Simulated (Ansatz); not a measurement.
System: C₄H₅N.

Input file:

```
crystal:
  periodic: [false, false, false]
  atoms:
    - {symbol: C, position_ang: [-1.827952, -0.004175, -0.130221]}
    - {symbol: C, position_ang: [-0.514870, -0.026249, -0.004259]}
    - {symbol: C, position_ang: [0.660259, -0.496774, 0.802295]}
    - {symbol: C, position_ang: [0.782773, 0.318295, -0.442543]}
    - {symbol: N, position_ang: [1.489111, 0.907416, -1.299513]}
    - {symbol: H, position_ang: [-2.295584, 0.514170, -0.959862]}
    - {symbol: H, position_ang: [-2.473961, -0.499589, 0.586566]}
    - {symbol: H, position_ang: [0.926857, -1.551691, 0.764232]}
    - {symbol: H, position_ang: [0.856090, -0.019167, 1.760897]}
    - {symbol: H, position_ang: [2.480277, 0.806563, -1.074691]}
basis:
  gaussian: {orbitals: def2-TZVPP}
hamiltonian: {xc: pbe0, dispersion: d4}
output: {orbitals: {seedname: orbitals}}
```

Command:

```sh
ansatz run in.yaml --threads 2 --pin off --events-out ev --progress --plain --max-ram 4352MiB
```

Geometry: PBE0-D4/def2-TZVP.

Level of theory: RKS PBE0-D4/def2-TZVPP (Ansatz 0.2.0).

What can the converged electron density and electron localisation function tell about the bonding?

C–N (1.26 Å): ρ is about 2.9 e/Å³ halfway; the ELF peaks at about 0.90 between the atoms; a multiple bond.
C–C (1.32 Å): ρ at the midpoint is about 2.4 e/Å³; the ELF peaks at about 0.90 between the atoms; a short, multiple covalent bond.
N–H (1.02 Å): the density is about 2.9 e/Å³ at the midpoint; the ELF climbs to about 1 towards the hydrogen, as it does in any bond to H; a covalent bond by its length.
C–C (1.41 Å): the density is about 2 e/Å³ at the midpoint; the ELF peaks at about 0.90 between the atoms: localised, covalent bonding.

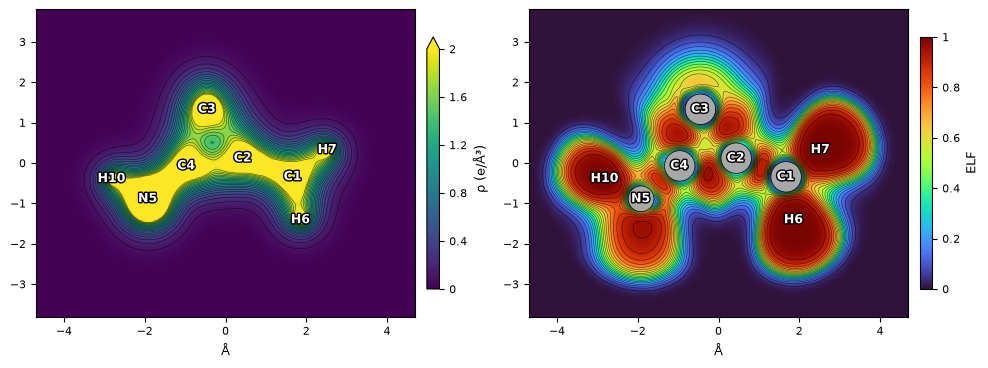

Computed electron density and electron localisation function on the plane of atoms C3, C4 and N5, in this order. Grey discs cover the atomic cores in the ELF map. 
